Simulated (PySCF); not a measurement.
System: C₆H₁₆N₂P (charge +1).

The calculation's input:

```
{"job": {"kind": "nmr", "xc": "PBE0", "basis": "pcSseg-1"}, "charge": 1, "multiplicity": 1}
C      2.304586    -1.429334    -0.143538
C      2.057330    -0.520155    -1.283138
C      1.094239     0.396864    -1.357706
P     -0.044408     0.816816    -0.029339
C     -1.072539     2.195687    -0.614942
N      0.654981     1.396351     1.351955
N     -0.873911    -0.517746     0.484397
C     -1.300213    -1.523310    -0.478757
C     -1.807427    -0.348037     1.591427
H      2.293366    -2.461564    -0.492661
H      1.560820    -1.310165     0.641736
H      3.302470    -1.251654     0.258240
H      2.727316    -0.635672    -2.126577
H      0.983614     1.019170    -2.235241
H     -0.453102     3.042587    -0.902072
H     -1.745157     2.496604     0.188071
H     -1.655947     1.874386    -1.476987
H      1.283266     0.771563     1.841567
H      1.020944     2.337908     1.304734
H     -2.304155    -1.324281    -0.861422
H     -0.603108    -1.559610    -1.313577
H     -1.309265    -2.495735     0.014736
H     -1.843800    -1.277201     2.160323
H     -2.817589    -0.119692     1.242529
H     -1.463244     0.450363     2.245375
```

Run with:

```sh
OMP_NUM_THREADS=1 python probes_run.py task.json out
```

Geometry: GFN2-xTB.

Level of theory: PBE0/pcSseg-1, SCF density, gas phase, non-relativistic (PySCF).

Question: What will maps of the electron density and electron localisation function show?

Answer: C–C (1.33 Å): ρ at the midpoint is about 2.3 e/Å³; the ELF peaks at about 0.90 between the atoms; a short, multiple covalent bond.
C–P (1.80 Å): ρ is about 1.2 e/Å³ halfway; the ELF peaks at about 0.95 between the atoms (a shared electron pair).
C–C (1.48 Å): the density is about 1.8 e/Å³ at the midpoint; the ELF peaks at about 0.95 between the atoms; localised, covalent bonding.

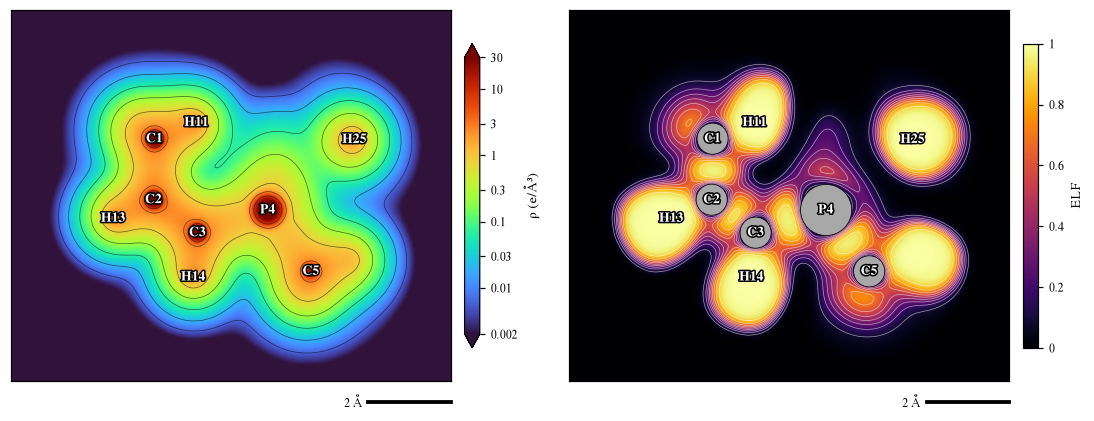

Computed electron density and electron localisation function on the plane of atoms C2, C3 and H14, in this order. Grey discs cover the atomic cores in the ELF map. 
